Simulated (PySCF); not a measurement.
# C₉H₁₀O: excited states, first hyperpolarisability

What do calculations give for the excited states, first hyperpolarisability of C₉H₁₀O (`C=Cc1ccc(OC)cc1`)?

Computed with PySCF 2.14.0 and routines of our own; the level stands in each step. Atoms count from 0.

## Step 1: The starting structure

20 atoms, charge 0, multiplicity 1; geometry from: GFN2-xTB.

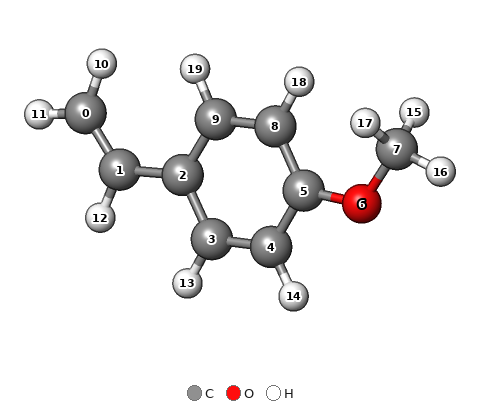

The starting geometry (carbon grey, oxygen red, hydrogen white).

## Step 2: Optimising the geometry at PBE0-D3(BJ)/def2-SVP

The job: settings as JSON, then the geometry in Å.

```
{"job": {"xc": "PBE0", "basis": "def2-SVP", "d3": "d3bj", "grid": 2, "kind": "geom"}, "charge": 0, "multiplicity": 1}
C     -3.695390     0.444410     0.033697
C     -2.833724    -0.488467    -0.354802
C     -1.380350    -0.396846    -0.342736
C     -0.626053    -1.484536    -0.793975
C      0.748996    -1.448592    -0.799575
C      1.428956    -0.315480    -0.349132
O      2.788649    -0.381766    -0.390924
C      3.532494     0.724540     0.056713
C      0.692974     0.775945     0.100325
C     -0.688275     0.727948     0.100947
H     -3.386060     1.403097     0.412653
H     -4.758185     0.280256    -0.013571
H     -3.219365    -1.430866    -0.725676
H     -1.132640    -2.372092    -1.146136
H      1.329034    -2.288665    -1.148078
H      3.328960     1.617489    -0.543690
H      4.578091     0.443532    -0.061116
H      3.334489     0.942261     1.111331
H      1.184955     1.669088     0.453211
H     -1.232705     1.589423     0.455488
```

Launch:

```console
> OMP_NUM_THREADS=1 python excited_run.py task.json out
```

One launch serves the whole session: the jobs run in the order shown.

Standard output:

```text
step   0  E = -423.38216614  max force = 0.014881
step   1  E = -423.38415784  max force = 0.001770
step   2  E = -423.38416906  max force = 0.000595
step   3  E = -423.38417512  max force = 0.000661
step   4  E = -423.38417800  max force = 0.000368
optimisation converged
```

Wall time 1.8 min (1 thread of Arm Neoverse V1, shared host); peak memory 0.87 GiB.

Relaxation path:

| step | energy from step 0 (eV) | largest force component (eV/Å) |
| --- | --- | --- |
| 0 | 0.0000 | 0.7652 |
| 1 | -0.0542 | 0.0910 |
| 2 | -0.0545 | 0.0306 |
| 3 | -0.0547 | 0.0340 |
| 4 | -0.0547 | 0.0189 |

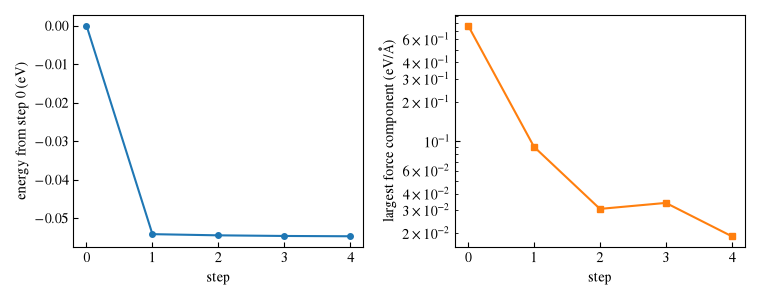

Energy and force, step by step.

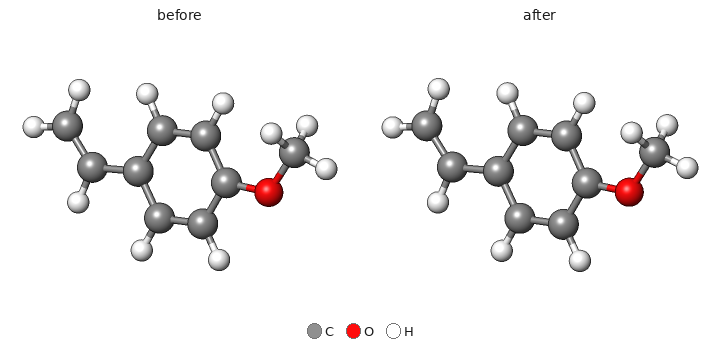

The geometry before (left) and after (right).

Close pairs (by a distance rule), those that changed most:

| bond | before (Å) | after (Å) | change (Å) |
| --- | --- | --- | --- |
| C0–H10 | 1.076 | 1.094 | +0.017 |
| C0–H11 | 1.076 | 1.092 | +0.016 |
| C5–O6 | 1.362 | 1.347 | -0.014 |
| C9–H19 | 1.079 | 1.092 | +0.013 |
| C4–H14 | 1.079 | 1.092 | +0.013 |
| C1–H12 | 1.084 | 1.096 | +0.013 |
| C3–H13 | 1.081 | 1.094 | +0.013 |
| C8–H18 | 1.079 | 1.090 | +0.011 |

The final coordinates are the input of the step that follows.

| at the end point | value |
| --- | --- |
| point group (found at 0.08 Å tolerance) | Cs |
| rotational constants (GHz, main isotopes) | 4.155, 0.717, 0.614 |
| dipole moment (D) | 1.61 |

## Step 3: Excited states: TDA CAM-B3LYP/aug-cc-pVDZ

The job: settings as JSON, then the geometry in Å.

```
{"job": {"kind": "states", "xc": "CAM-B3LYP", "basis": "aug-cc-pVDZ", "tda": true, "soc": true, "nstates": 6, "ntriplets": 5, "nquad": 4}, "charge": 0, "multiplicity": 1}
C     -4.066607     0.307663     0.228772
C     -3.187136    -0.623935    -0.160302
C     -1.723613    -0.537458    -0.147490
C     -0.962452    -1.630268    -0.598113
C      0.422825    -1.601605    -0.606538
C      1.104229    -0.463054    -0.158381
O      2.450106    -0.515082    -0.198531
C      3.182462     0.594156     0.238988
C      0.367582     0.639500     0.295223
C     -1.022646     0.591649     0.296147
H     -3.755873     1.281715     0.616830
H     -5.141453     0.122994     0.170732
H     -3.581217    -1.574932    -0.537566
H     -1.479141    -2.527024    -0.951355
H      1.009446    -2.452651    -0.957322
H      2.966145     1.494443    -0.363351
H      4.243036     0.337400     0.122440
H      2.986751     0.823972     1.301518
H      0.869174     1.540258     0.649969
H     -1.572623     1.464499     0.655002
```

With the program's defaults for keys left out, this is: TDA CAM-B3LYP/aug-cc-pVDZ excited states, vertical, gas phase, spin-orbit mean-field couplings.

Standard output:

```text
coarse grid: 17064 points
cycle   1  E = -423.8872623500  dE =  1.949e+00  |g| = 5.414e-01  |ddm| = 7.491e+01
cycle   2  E = -423.8897335885  dE = -2.471e-03  |g| = 5.933e-01  |ddm| = 6.683e+00
cycle   3  E = -423.9529419736  dE = -6.321e-02  |g| = 8.454e-02  |ddm| = 2.703e+00
cycle   4  E = -423.9541429751  dE = -1.201e-03  |g| = 3.612e-02  |ddm| = 7.688e-01
cycle   5  E = -423.9544590139  dE = -3.160e-04  |g| = 8.055e-03  |ddm| = 5.159e-01
cycle   6  E = -423.9544739465  dE = -1.493e-05  |g| = 2.979e-03  |ddm| = 7.363e-02
cycle   7  E = -423.9544764494  dE = -2.503e-06  |g| = 7.245e-04  |ddm| = 2.163e-02
final grid: 165800 points
cycle   8  E = -423.9826956177  dE = -2.894e-05  |g| = 3.658e-03  |ddm| = 1.355e+00
cycle   9  E = -423.9826970729  dE = -1.455e-06  |g| = 3.011e-03  |ddm| = 1.302e-01
cycle  10  E = -423.9826993593  dE = -2.286e-06  |g| = 4.410e-04  |ddm| = 3.561e-02
cycle  11  E = -423.9826993942  dE = -3.497e-08  |g| = 1.956e-04  |ddm| = 4.460e-03
cycle  12  E = -423.9826994037  dE = -9.432e-09  |g| = 3.078e-05  |ddm| = 2.698e-03
cycle  13  E = -423.9826994040  dE = -3.278e-10  |g| = 1.302e-05  |ddm| = 4.035e-04
converged SCF energy = -423.9826994040

Singlet excitations
state   eV       nm        f     d(h-e)  d(exc)  Lambda  PR(NTO)  |dmu|/D   mu/D   main configurations
  1   4.7594   260.5   0.18718   0.242   3.334   0.722   1.300    0.743    1.867   H->L 0.55, H->L+4 0.28, H-1->L 0.09
  2   5.1187   242.2   0.39481   0.636   3.449   0.690   1.354    2.268    3.411   H->L+4 0.38, H->L 0.38, H-1->L 0.18
  3   5.3577   231.4   0.01515   1.083   5.007   0.184   1.046    4.060    2.636   H->L+1 0.73, H->L+2 0.16
  4   5.7052   217.3   0.00009   0.631   5.427   0.181   1.070    3.211    4.704   H->L+2 0.65, H->L+3 0.13, H->L+1 0.11
  5   5.7991   213.8   0.00005   0.513   5.392   0.158   1.079                     H->L+3 0.76, H->L+2 0.08
  6   6.1903   200.3   0.00195   0.784   5.646   0.160   1.124                     H->L+6 0.50, H->L+5 0.31

Triplet excitations (Tamm-Dancoff)
state   eV     d(h-e)  d(exc)  Lambda  PR(NTO)   main configurations
  1   3.0855   0.187   3.049   0.760   1.184   H->L 0.84
  2   4.0791   0.276   3.046   0.666   1.073   H->L+4 0.87
  3   4.4112   0.110   2.485   0.673   2.024   H-1->L+4 0.41, H-1->L 0.19, H-2->L 0.11
  4   4.7477   0.259   2.695   0.676   2.673   H-2->L 0.33, H-1->L+4 0.23, H->L+11 0.12
  5   5.0737   0.808   3.037   0.611   1.060   H-1->L 0.64, H-1->L+4 0.24
S1 - T1 = 1.6739 eV

Spin-orbit couplings |<S|Hso|T>| (cm-1)
             T1       T2       T3       T4       T5
S0        0.111    0.045    0.054    0.009    0.118
S1        0.057    0.002    0.074    0.016    0.024
S2        0.046    0.001    0.017    0.010    0.067
S3        0.729    0.761    0.887    1.087    0.070
S4        0.908    1.883    0.737    0.589    0.120
S5        2.529    0.756    0.362    0.283    0.041
S6        1.269    0.513    1.146    1.713    0.019
T1 sublevels (cm-1): 0.000 0.000 0.000   radiative rates (1/s): 0.00369 0.000134 0.000114
```

Run time: 2.6 min. Hardware: 1 thread of Arm Neoverse V1, shared host; peak memory 1.5 GiB.

From this job:

| quantity | value |
| --- | --- |
| S1 less T1 | 1.67 eV |

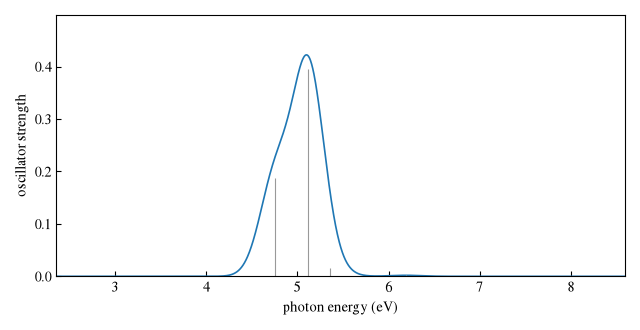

Absorption lines of the singlets. Lines are broadened to a width of 0.40 eV (Gaussian).

The fields below are evaluated on a grid from the run's orbitals.

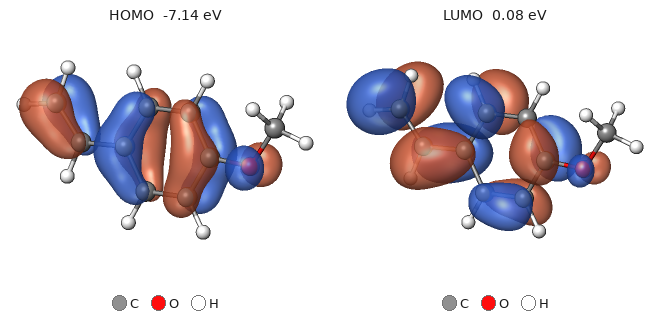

Frontier orbitals at CAM-B3LYP/aug-cc-pVDZ; each surface holds 70 % of the orbital's density, blue and red mark the sign.

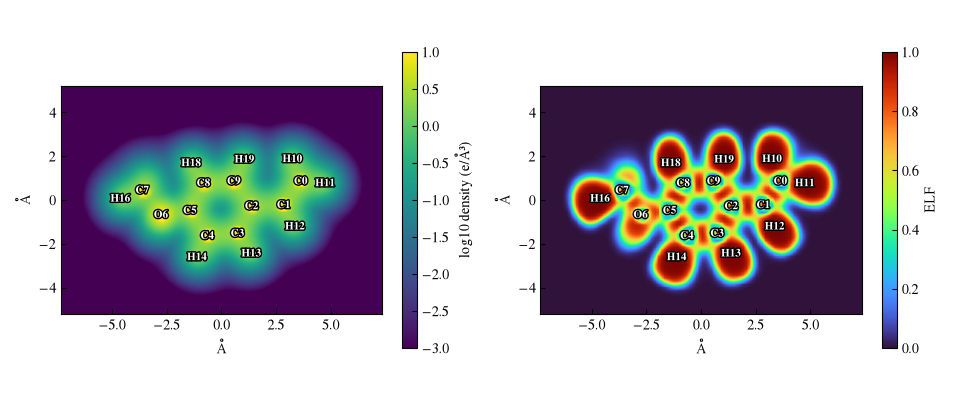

Density (left) and ELF (right) in a plane through or near 18 of the atoms.

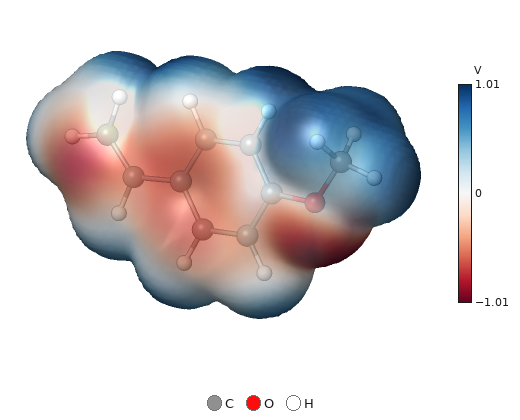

Electrostatic potential on the surface of density 0.002 e/bohr³; red is low, blue high. It runs from -0.92 V near O6 to 1.01 V near H18.

## Step 4: Excited states: TDDFT CAM-B3LYP/aug-cc-pVDZ

The job, as its differences from that of step 3:

```diff
@@ -1,2 +1,2 @@
-{"job": {"kind": "states", "xc": "CAM-B3LYP", "basis": "aug-cc-pVDZ", "tda": true, "soc": true, "nstates": 6, "ntriplets": 5, "nquad": 4}, "charge": 0, "multiplicity": 1}
+{"job": {"kind": "states", "xc": "CAM-B3LYP", "basis": "aug-cc-pVDZ", "tpa": true, "nstates": 8, "nquad": 6, "ntriplets": 0}, "charge": 0, "multiplicity": 1}
 C     -4.066607     0.307663     0.228772
```

With the program's defaults for keys left out, this is: TDDFT CAM-B3LYP/aug-cc-pVDZ excited states, vertical, gas phase, two-photon moments by quadratic response.

Standard output:

```text
coarse grid: 17064 points
cycle   1  E = -423.8872623500  dE =  1.949e+00  |g| = 5.414e-01  |ddm| = 7.491e+01
cycle   2  E = -423.8897335885  dE = -2.471e-03  |g| = 5.933e-01  |ddm| = 6.683e+00
cycle   3  E = -423.9529419736  dE = -6.321e-02  |g| = 8.454e-02  |ddm| = 2.703e+00
cycle   4  E = -423.9541429751  dE = -1.201e-03  |g| = 3.612e-02  |ddm| = 7.688e-01
cycle   5  E = -423.9544590139  dE = -3.160e-04  |g| = 8.055e-03  |ddm| = 5.159e-01
cycle   6  E = -423.9544739465  dE = -1.493e-05  |g| = 2.979e-03  |ddm| = 7.363e-02
cycle   7  E = -423.9544764494  dE = -2.503e-06  |g| = 7.245e-04  |ddm| = 2.163e-02
final grid: 165800 points
cycle   8  E = -423.9826956177  dE = -2.894e-05  |g| = 3.658e-03  |ddm| = 1.355e+00
cycle   9  E = -423.9826970729  dE = -1.455e-06  |g| = 3.011e-03  |ddm| = 1.302e-01
cycle  10  E = -423.9826993593  dE = -2.286e-06  |g| = 4.410e-04  |ddm| = 3.561e-02
cycle  11  E = -423.9826993942  dE = -3.497e-08  |g| = 1.956e-04  |ddm| = 4.460e-03
cycle  12  E = -423.9826994037  dE = -9.432e-09  |g| = 3.078e-05  |ddm| = 2.698e-03
cycle  13  E = -423.9826994040  dE = -3.278e-10  |g| = 1.302e-05  |ddm| = 4.035e-04
converged SCF energy = -423.9826994040

Singlet excitations
state   eV       nm        f     d(h-e)  d(exc)  Lambda  PR(NTO)  |dmu|/D   mu/D   delta(TPA)   sigma/GM   main configurations
  1   4.6043   269.3   0.23094   0.369   3.361   0.740   1.255    1.260    2.260      291.09      2.261   H->L 0.75, H->L+4 0.17
  2   4.9651   249.7   0.24343   0.361   3.295   0.658   1.520    1.275    2.646      221.61      2.001   H->L+4 0.56, H->L 0.21, H-1->L 0.18
  3   5.3561   231.5   0.01402   1.086   5.008   0.184   1.046    4.071    2.646       22.15      0.233   H->L+1 0.73, H->L+2 0.16
  4   5.7039   217.4   0.00012   0.635   5.429   0.181   1.070    3.218    4.710      164.08      1.956   H->L+2 0.65, H->L+3 0.13, H->L+1 0.11
  5   5.7973   213.9   0.00008   0.512   5.390   0.158   1.079    1.655    0.218      173.58      2.137   H->L+3 0.76, H->L+2 0.08
  6   6.1828   200.5   0.35053   0.964   3.551   0.572   1.657    2.905    3.965       25.47      0.357   H-1->L 0.73, H->L+4 0.23
  7   6.1884   200.3   0.00176   0.808   5.637   0.160   1.124                                            H->L+6 0.51, H->L+5 0.29
  8   6.2474   198.5   0.00781   0.254   5.625   0.163   1.094                                            H->L+5 0.51, H->L+6 0.23
```

It took 3.6 min on 1 thread of Arm Neoverse V1, shared host; peak memory 1.5 GiB.

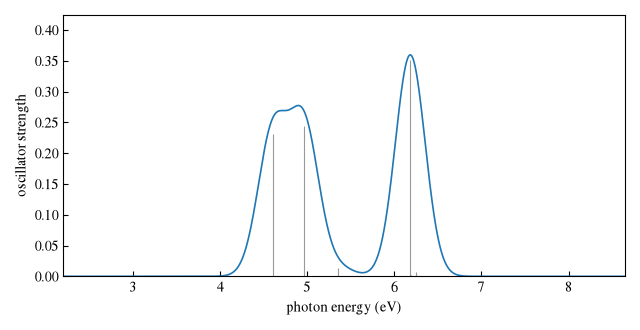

Absorption lines of the singlets. Lines are broadened to a width of 0.40 eV (Gaussian).

## Step 5: First hyperpolarisability: quadratic response CAM-B3LYP/aug-cc-pVDZ

The job, as its differences from that of step 4:

```diff
@@ -1,2 +1,2 @@
-{"job": {"kind": "states", "xc": "CAM-B3LYP", "basis": "aug-cc-pVDZ", "tpa": true, "nstates": 8, "nquad": 6, "ntriplets": 0}, "charge": 0, "multiplicity": 1}
+{"job": {"kind": "beta", "xc": "CAM-B3LYP", "basis": "aug-cc-pVDZ"}, "charge": 0, "multiplicity": 1}
 C     -4.066607     0.307663     0.228772
```

Method: quadratic response CAM-B3LYP/aug-cc-pVDZ first hyperpolarisability, Taylor convention, gas phase.

Standard output:

```text
coarse grid: 17064 points
cycle   1  E = -423.8872623500  dE =  1.949e+00  |g| = 5.414e-01  |ddm| = 7.491e+01
cycle   2  E = -423.8897335885  dE = -2.471e-03  |g| = 5.933e-01  |ddm| = 6.683e+00
cycle   3  E = -423.9529419736  dE = -6.321e-02  |g| = 8.454e-02  |ddm| = 2.703e+00
cycle   4  E = -423.9541429751  dE = -1.201e-03  |g| = 3.612e-02  |ddm| = 7.688e-01
cycle   5  E = -423.9544590139  dE = -3.160e-04  |g| = 8.055e-03  |ddm| = 5.159e-01
cycle   6  E = -423.9544739465  dE = -1.493e-05  |g| = 2.979e-03  |ddm| = 7.363e-02
cycle   7  E = -423.9544764494  dE = -2.503e-06  |g| = 7.245e-04  |ddm| = 2.163e-02
final grid: 165800 points
cycle   8  E = -423.9826956177  dE = -2.894e-05  |g| = 3.658e-03  |ddm| = 1.355e+00
cycle   9  E = -423.9826970729  dE = -1.455e-06  |g| = 3.011e-03  |ddm| = 1.302e-01
cycle  10  E = -423.9826993593  dE = -2.286e-06  |g| = 4.410e-04  |ddm| = 3.561e-02
cycle  11  E = -423.9826993942  dE = -3.497e-08  |g| = 1.956e-04  |ddm| = 4.460e-03
cycle  12  E = -423.9826994037  dE = -9.432e-09  |g| = 3.078e-05  |ddm| = 2.698e-03
cycle  13  E = -423.9826994040  dE = -3.278e-10  |g| = 1.302e-05  |ddm| = 4.035e-04
converged SCF energy = -423.9826994040

Lowest singlets (eV, f): 4.6043 0.2309  4.9651 0.2434  5.3561 0.0140

First hyperpolarisability (au)
process     nm      |vector|   parallel      HRS      DR
static         -      844.14     297.19     347.19   5.115
shg       1907.0      931.72     328.75     383.17    5.11
eope      1907.0      871.77     307.14          -       -
shg       1064.0     1189.94     421.98     489.44   5.084
eope      1064.0      938.45     331.18          -       -
```

Wall time 2.2 min (1 thread of Arm Neoverse V1, shared host); peak memory 1.5 GiB.

## Step 6: Excited states: TDA CAM-B3LYP/aug-cc-pVDZ in methanol

The job, as its differences from that of step 5:

```diff
@@ -1,2 +1,2 @@
-{"job": {"kind": "beta", "xc": "CAM-B3LYP", "basis": "aug-cc-pVDZ"}, "charge": 0, "multiplicity": 1}
+{"job": {"kind": "states", "xc": "CAM-B3LYP", "basis": "aug-cc-pVDZ", "tda": true, "soc": true, "nstates": 6, "ntriplets": 5, "nquad": 4, "solvent": "methanol"}, "charge": 0, "multiplicity": 1}
 C     -4.066607     0.307663     0.228772
```

With the program's defaults for keys left out, this is: TDA CAM-B3LYP/aug-cc-pVDZ excited states, vertical, IEF-PCM methanol (non-equilibrium response), spin-orbit mean-field couplings.

Standard output:

```text
coarse grid: 17064 points
cycle   1  E = -423.8991772359  dE =  1.938e+00  |g| = 5.283e-01  |ddm| = 7.498e+01
cycle   2  E = -423.9044366674  dE = -5.259e-03  |g| = 5.668e-01  |ddm| = 6.834e+00
cycle   3  E = -423.9611594061  dE = -5.672e-02  |g| = 7.995e-02  |ddm| = 2.581e+00
cycle   4  E = -423.9622724766  dE = -1.113e-03  |g| = 3.277e-02  |ddm| = 7.827e-01
cycle   5  E = -423.9625341107  dE = -2.616e-04  |g| = 7.004e-03  |ddm| = 5.199e-01
cycle   6  E = -423.9625457363  dE = -1.163e-05  |g| = 2.065e-03  |ddm| = 7.620e-02
cycle   7  E = -423.9625470769  dE = -1.341e-06  |g| = 5.559e-04  |ddm| = 2.057e-02
final grid: 165800 points
cycle   8  E = -423.9906981504  dE = -2.960e-05  |g| = 3.562e-03  |ddm| = 1.345e+00
cycle   9  E = -423.9906998681  dE = -1.718e-06  |g| = 2.730e-03  |ddm| = 1.317e-01
cycle  10  E = -423.9907017306  dE = -1.863e-06  |g| = 4.223e-04  |ddm| = 3.688e-02
cycle  11  E = -423.9907017595  dE = -2.888e-08  |g| = 1.878e-04  |ddm| = 4.392e-03
cycle  12  E = -423.9907017676  dE = -8.106e-09  |g| = 2.737e-05  |ddm| = 2.792e-03
cycle  13  E = -423.9907017679  dE = -3.124e-10  |g| = 1.088e-05  |ddm| = 3.369e-04
converged SCF energy = -423.9907017679

Singlet excitations
state   eV       nm        f     d(h-e)  d(exc)  Lambda  PR(NTO)  |dmu|/D   mu/D   main configurations
  1   4.7070   263.4   0.32933   0.424   3.408   0.743   1.198    1.638    2.889   H->L 0.70, H->L+4 0.18
  2   5.0553   245.3   0.37333   0.479   3.378   0.675   1.405    1.869    3.521   H->L+4 0.51, H->L 0.24, H-1->L 0.20
  3   5.4188   228.8   0.01780   0.030   4.785   0.225   1.049    0.350    2.303   H->L+1 0.85
  4   5.8741   211.1   0.00031   0.279   5.417   0.182   1.130    1.709    3.663   H->L+2 0.79
  5   5.9573   208.1   0.00091   0.300   5.296   0.154   1.038                     H->L+3 0.89
  6   6.3468   195.3   0.64479   0.582   3.763   0.513   1.994                     H-1->L 0.58, H->L+4 0.18, H->L+7 0.14

Triplet excitations (Tamm-Dancoff)
state   eV     d(h-e)  d(exc)  Lambda  PR(NTO)   main configurations
  1   3.1060   0.200   3.064   0.756   1.181   H->L 0.84
  2   4.1079   0.270   3.049   0.679   1.069   H->L+4 0.89
  3   4.4356   0.110   2.491   0.688   1.936   H-1->L+4 0.45, H-1->L 0.19, H-2->L 0.10
  4   4.7559   0.280   2.699   0.665   2.556   H-2->L 0.34, H-1->L+4 0.19, H->L+11 0.11
  5   5.0676   0.801   3.035   0.617   1.051   H-1->L 0.63, H-1->L+4 0.27
S1 - T1 = 1.6010 eV

Spin-orbit couplings |<S|Hso|T>| (cm-1)
             T1       T2       T3       T4       T5
S0        0.109    0.034    0.050    0.002    0.131
S1        0.050    0.003    0.073    0.013    0.035
S2        0.055    0.001    0.030    0.010    0.064
S3        0.956    1.353    0.982    1.450    0.215
S4        1.676    1.955    0.606    0.387    0.121
S5        1.235    1.055    0.566    0.559    0.100
S6        0.016    0.005    0.035    0.049    0.025
T1 sublevels (cm-1): 0.000 0.000 0.000   radiative rates (1/s): 0.0144 0.00315 0.000214
```

Wall time 2.6 min (1 thread of Arm Neoverse V1, shared host); peak memory 1.5 GiB.

From this job:

| quantity | value |
| --- | --- |
| S1 less T1 | 1.60 eV |

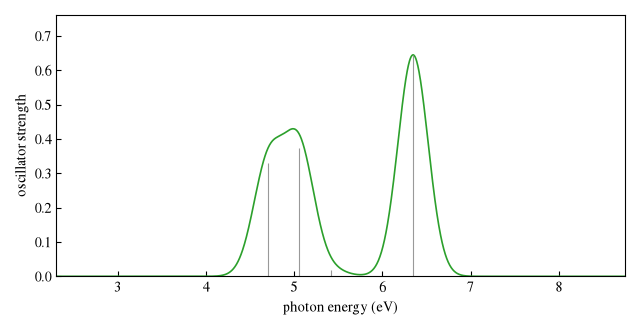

Absorption lines of the singlets. Lines are broadened to a width of 0.40 eV (Gaussian).

## Step 7: What came out

```
                                                   quantity                                                 value
                                                point group                                                    Cs
                       rotational constants (main isotopes)                                  4.16, 0.72, 0.61 GHz
             S1 less T1 (step 3, TDA CAM-B3LYP/aug-cc-pVDZ)                                               1.67 eV
                      surface potential, least and greatest                                    -0.92 V and 1.01 V
β vector (step 5, quadratic response CAM-B3LYP/aug-cc-pVDZ)  static 844, SHG 1907.0 nm 932, SHG 1064.0 nm 1190 au
 S1 less T1 (step 6, TDA CAM-B3LYP/aug-cc-pVDZ in methanol)                                               1.60 eV
```

In words: The optimisation took 4 steps and gained 0.055 eV; among the close pairs (by a distance rule), C0–H10 changed most, from 1.076 to 1.094 Å. In step 3, the number of triplets below S1 is 4, and the largest singlet-triplet spin-orbit coupling is S5–T1, 2.53 cm⁻¹. In step 4 some excited states are degenerate or nearly so. β grows from 844 au (static) to 1190 au for doubling at 1064.0 nm: normal dispersion, which grows as twice the photon energy moves toward the bright states. In step 6, the number of triplets below S1 is 3, and the largest singlet-triplet spin-orbit coupling is S4–T2, 1.96 cm⁻¹.
